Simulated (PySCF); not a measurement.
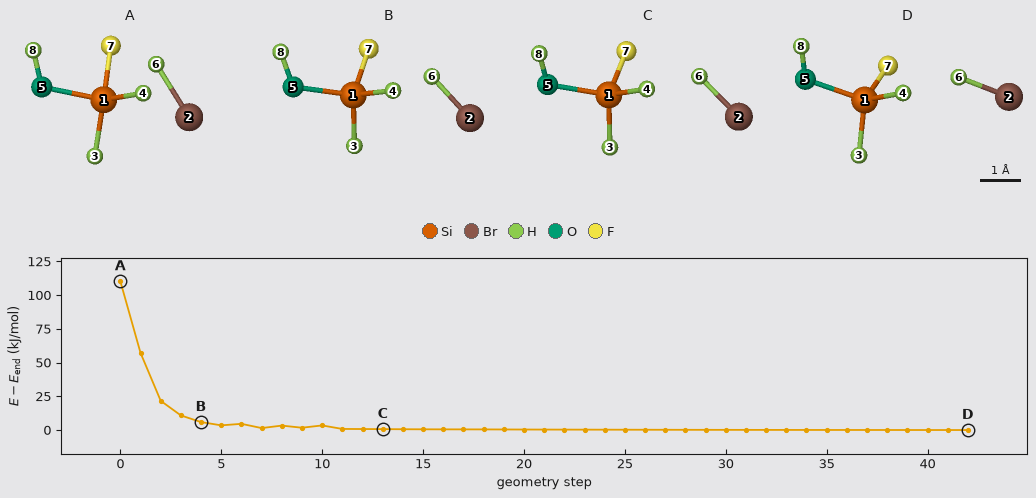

Frames of a relaxation of SiH$_{4}$OBrF (started from a transition state, displaced along its imaginary mode), marked on the history of the run. A ball-and-stick model, seen at a tilt.

Method: RKS PBE0-D4/def2-TZVP, density fitting in PySCF. 

> Describe the path.

The largest move after the best rigid fit is that of Br2, 1.43 Å. By element the largest moves are Br 1.43 Å, H 0.86 Å, F 0.53 Å, O 0.47 Å, Si 0.45 Å. Among the contacts that change: Si1–Br2 2.801 → 4.537 Å, Br2–H6 1.574 → 1.425 Å, Si1–H3 1.511 → 1.473 Å, Si1–H4 1.457 → 1.480 Å. Among the angles between lasting bonds that change: H3–Si1–F7 129.3° → 107.5°, O5–Si1–F7 92.7° → 110.3°, H3–Si1–O5 96.1° → 106.9°. Groups turn about Si1–O5 by about 25°. After 42 geometry steps the energy has fallen by 110.3 kJ/mol. Cost: 8 min on 4 threads of Arm Neoverse V1, on a shared host. From step 0 to 4: Br2 moves most (0.65 Å), energy −104.3 kJ/mol. From step 4 to 13: Br and H atoms move most (0.29 Å), energy −5.22 kJ/mol. From step 13 to 42: Br2 moves most (0.59 Å), energy −0.68 kJ/mol.
